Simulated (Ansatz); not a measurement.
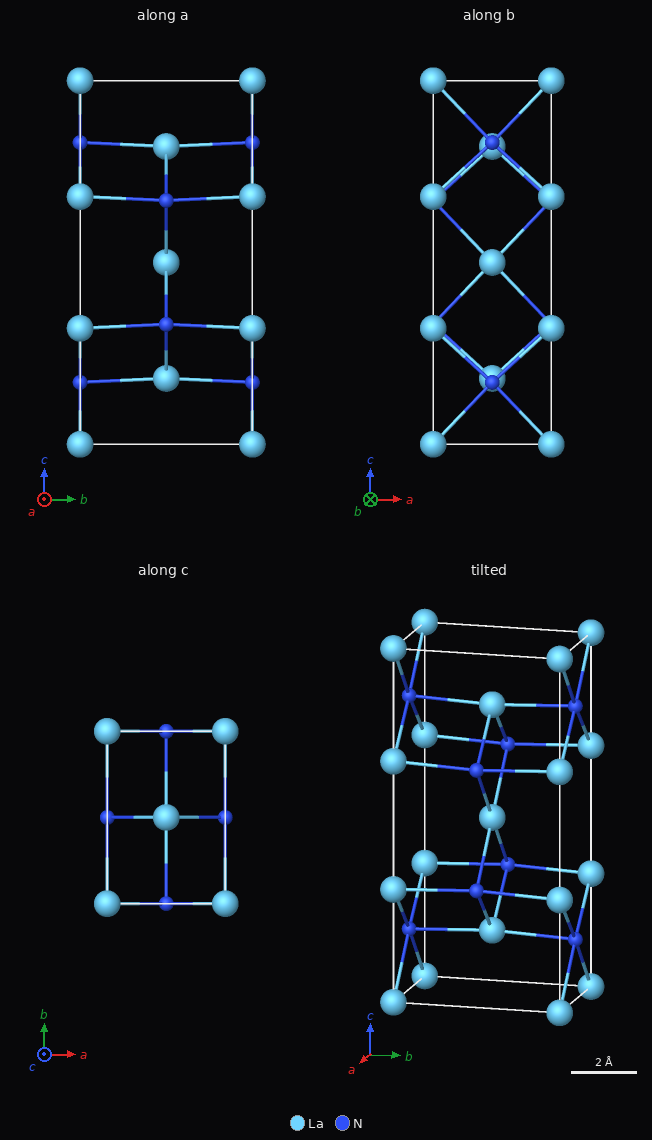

View along the a axis, along the b axis, along the c axis and slightly off an axis, drawn as a ball-and-stick model. The parallelepiped is the conventional unit cell.

Lattice parameters: a = 3.684 Å, b = 5.377 Å, c = 11.346 Å, α = 90.00°, β = 90.00°, γ = 90.00°. Put a along x and b in the xy plane.

**Convert the drawing into a POSCAR file, with free fractional coordinates to two decimals.**

```
La N
1.0
     3.684    0.000    0.000
     0.000    5.377    0.000
     0.000    0.000   11.346
La N
6 4
Direct
  0.50 0.50 0.82
  0.00 0.00 0.68
  0.00 0.00 0.00
  0.00 0.00 0.32
  0.50 0.50 0.18
  0.50 0.50 0.50
  0.00 0.50 0.67
  0.50 0.00 0.83
  0.50 0.00 0.17
  0.00 0.50 0.33
```

The structure was taken from a structure type filled with these elements by a generator (whether the compound takes this form wasn't checked). Earlier steps of the study may have refined or changed the cell and positions. It was run through Ansatz as a DFT input.
